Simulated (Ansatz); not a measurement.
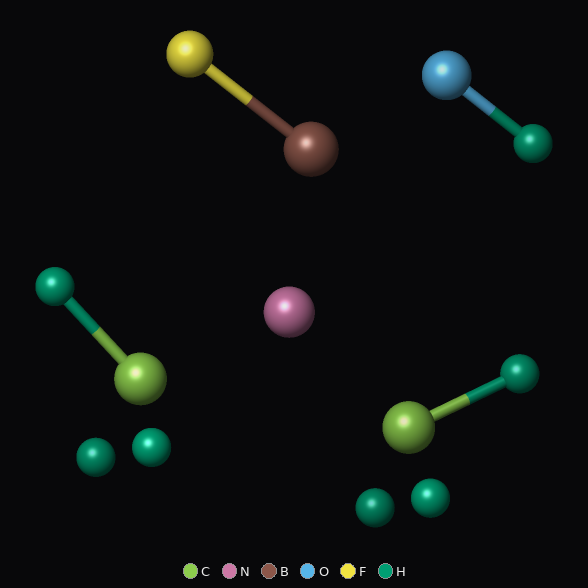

The picture shows the input geometry.

Ansatz 0.2.0 input:

```yaml
crystal:
  periodic: [false, false, false]
  atoms:
    - {symbol: C, position_ang: [-0.508664, -1.538335, 1.064268]}
    - {symbol: N, position_ang: [-0.122308, -0.072970, 0.084256]}
    - {symbol: C, position_ang: [1.574875, -0.036150, -0.506080]}
    - {symbol: B, position_ang: [-1.321522, 1.175589, -0.239760]}
    - {symbol: O, position_ang: [-1.076783, 2.598117, -1.149320]}
    - {symbol: F, position_ang: [-2.864496, 0.989280, 0.385851]}
    - {symbol: H, position_ang: [-1.803924, -1.499819, 1.476321]}
    - {symbol: H, position_ang: [0.297104, -1.615388, 2.171119]}
    - {symbol: H, position_ang: [-0.319569, -2.682513, 0.332522]}
    - {symbol: H, position_ang: [2.464870, -0.055109, 0.537218]}
    - {symbol: H, position_ang: [1.848210, -1.118005, -1.303524]}
    - {symbol: H, position_ang: [1.832168, 1.084894, -1.239276]}
    - {symbol: H, position_ang: [0.025660, 2.726908, -1.595095]}
basis:
  gaussian: {orbitals: def2-mTZVPP, final_grid: {core_spheres: 20, valence_spheres: 16, degree: 47}}
total_charge: 1
magnetization: {spin_polarized: true, initial_magnetization: 1}
hamiltonian: {xc: {name: LC-wPBE}}
scf: {lower_state_search: off}
```

It was started with:

```sh
ansatz run in.yaml --threads 2 --pin off --events-out ev --progress --plain --max-ram 32768MiB --backend cpu
```

Output:

```
Functional definition: LC-wPBE
  name "LC-wPBE"
  cite "Vydrov & Scuseria, J. Chem. Phys. 125, 234109 (2006) doi:10.1063/1.2409292"
  cite "Heyd & Scuseria, J. Chem. Phys. 120, 7274 (2004) doi:10.1063/1.1668634"
  cite "Ernzerhof & Perdew, J. Chem. Phys. 109, 3313 (1998) doi:10.1063/1.476928"
  cite "Perdew, Burke & Ernzerhof, Phys. Rev. Lett. 77, 3865 (1996) doi:10.1103/PhysRevLett.77.3865"
  parent pbe
  parameter omega = 0.4/bohr
  exchange = pbe_x_sr(omega) + exact_x_lr(omega)
  correlation = pbe_c
these checks for a lower state are left out or cut short: stability, starts, cluster_reference, orbital_swaps, neighbouring_geometries, increment
1405 factors; their error is unknown
510 factors; integrals over basis functions are off by at most 3.5e-5 eV
mean field evaluation 1: about -9084.6773 eV, gradient 5.9e1 eV
mean field evaluation 2: about -9073.3972 eV, gradient 8.6e1 eV
mean field evaluation 4: about -9097.9700 eV, gradient 5.3e0 eV
mean field evaluation 8: about -9098.2117 eV, gradient 2.4e-1 eV
mean field evaluation 16: about -9098.1803 eV, gradient 2.0e-3 eV
mean field -9098.18034260 eV, -334.3519606226 hartree, gradient 7.8e-6 eV, S^2 0.761250; 0 other end points of the search recorded, 0 dependent functions left out
reference -9098.18034261 eV, -334.3519606228 hartree; 24, 23 occupied and 140, 141 virtual orbitals, 1405 factors
Total energy: -9098.18034261 eV, -334.3519606228 hartree
Checks for a lower state left out: stability, starts, cluster_reference, orbital_swaps, neighbouring_geometries, increment
```

The run converged.
